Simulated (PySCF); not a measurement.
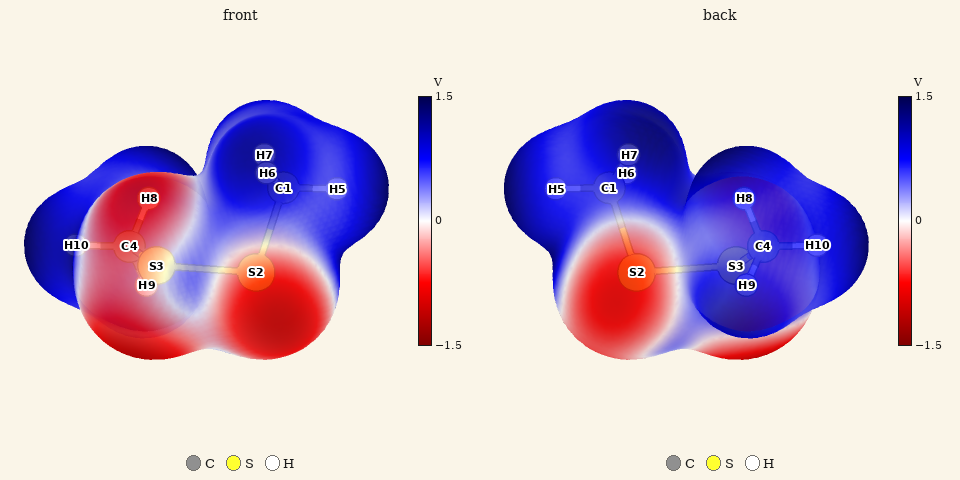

C$_{2}$H$_{6}$S$_{2}$. The electrostatic potential painted on the density surface at 0.004 e/bohr³, seen from the front and from behind; red is negative and blue positive.

Geometry: GFN2-xTB.

These are results of PySCF 2.14.0, PBE0/pcSseg-1, SCF density, gas phase, non-relativistic, not measurements.

```xyz
10

C     1.8834   -0.0437   -0.2410
S     0.8523    0.2006    1.2461
S    -0.7295    1.2362    0.5159
C    -1.8935   -0.0958    0.0633
H     2.7859   -0.5410    0.0966
H     2.1217    0.9224   -0.6733
H     1.3569   -0.6681   -0.9561
H    -1.4705   -0.6979   -0.7346
H    -2.0995   -0.7026    0.9388
H    -2.7983    0.3945   -0.2782
```

Q: Describe the electrostatic potential map.

A: The most negative region (about −1.1 V) lies over S2 and S3, the most positive (about +1.4 V) over H5, H7, H8 and H10.

Q: How polar is the molecule by this calculation?

A: Its dipole moment is 2.16 D.
